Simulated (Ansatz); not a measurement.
# CH6OSn: the cost of one run

Method: RKS B3LYP-D4/def2-SVP, in Ansatz 0.2.0.

## 1. The system as given

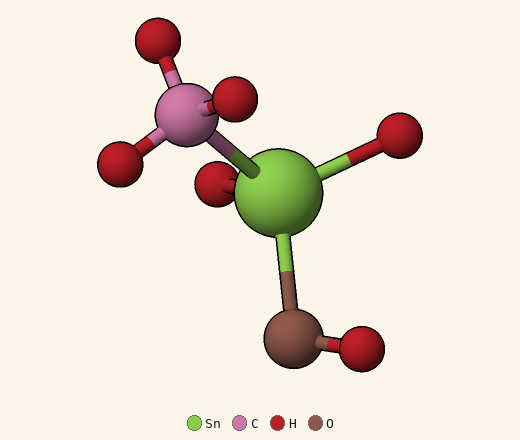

The starting structure, seen from a free direction (tin green, carbon pink, hydrogen red, oxygen brown).

Coordinates:

```xyz
9

Sn    0.0000    0.0000    0.0000
C     0.0000    0.0000    2.1500
H    -0.9996   -0.3092    2.5205
H     0.7676   -0.7111    2.5205
H     0.2320    1.0203    2.5205
H     1.6408    0.0000   -0.5794
O    -0.9232    1.5994   -0.6527
H    -1.8810    1.3686   -0.8751
H    -0.8195   -1.4198   -0.5794
```

## 2. Relaxing the start

File input.yaml:

```yaml
crystal:
  periodic: [false, false, false]
  atoms:
    - { symbol: Sn, position_ang: [0.0, 0.0, 0.0] }
    - { symbol: C, position_ang: [0.0, 0.0, 2.15] }
    - { symbol: H, position_ang: [-0.9996, -0.3092, 2.5205] }
    - { symbol: H, position_ang: [0.7676, -0.7111, 2.5205] }
    - { symbol: H, position_ang: [0.232, 1.0203, 2.5205] }
    - { symbol: H, position_ang: [1.6408, 0.0, -0.5794] }
    - { symbol: O, position_ang: [-0.9232, 1.5994, -0.6527] }
    - { symbol: H, position_ang: [-1.881, 1.3686, -0.8751] }
    - { symbol: H, position_ang: [-0.8195, -1.4198, -0.5794] }
basis:
  gaussian: { orbitals: def2-SVP }
hamiltonian:
  xc: b3lyp
  dispersion: d4
relax:
  f_tol: 0.02
  max_steps: 40
```

Command:

```
$ ansatz run input.yaml --threads 1 --pin off --max-ram 2048MiB --backend cpu --events-out ev --progress --plain --runs-dir out
```

**Question.** How long does this run take on 1 thread of Arm Neoverse V2, shared host, and how much memory does it need?

About 40 s, with a peak of 0.17 GiB.
